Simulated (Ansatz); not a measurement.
## Effect of Ga → Ag on GaP

Start from GaP in the zinc blende structure (space group F-43m, No. 216; a = 5.451 Å).

It is then changed as follows: every Ga is replaced by Ag, then cell and atoms are relaxed.

Calculations: r2SCAN/PAW in Ansatz (a quantum-chemistry and plane-wave program), no spin-orbit coupling. k-mesh 14×14×14 (Γ-centred); smearing 0.05 eV (Fermi–Dirac), for the changed cell.

| quantity | base | changed | shift |
|---|---|---|---|
| volume per atom | 20.25 Å³ | 21.80 Å³ | +1.55 Å³ |
| density | 4.13 g/cm³ | 5.29 g/cm³ | +1.16 g/cm³ |
| lattice parameter a | 5.451 Å | 5.587 Å | +0.136 Å |
| shortest interatomic distance | 2.360 Å | 2.419 Å | +0.059 Å |
| band gap | 1.85 eV | zero | – |

Final structure:

```
CELL_PARAMETERS angstrom
      0.00000     2.79354     2.79354
      2.79354     0.00000     2.79354
      2.79354     2.79354     0.00000
ATOMIC_POSITIONS crystal
  P  0.25000 0.25000 0.25000
  Ag 0.00000 0.00000 0.00000
```

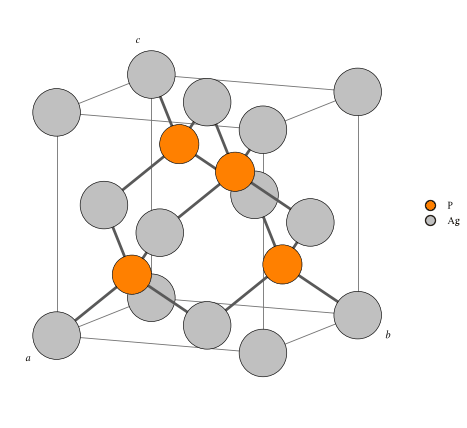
Figure: The relaxed conventional cell after the change

Stability against distortions was not tested. As relaxed here, AgP is a hypothetical phase, not in the database extracts checked. All final runs are without spin polarisation.
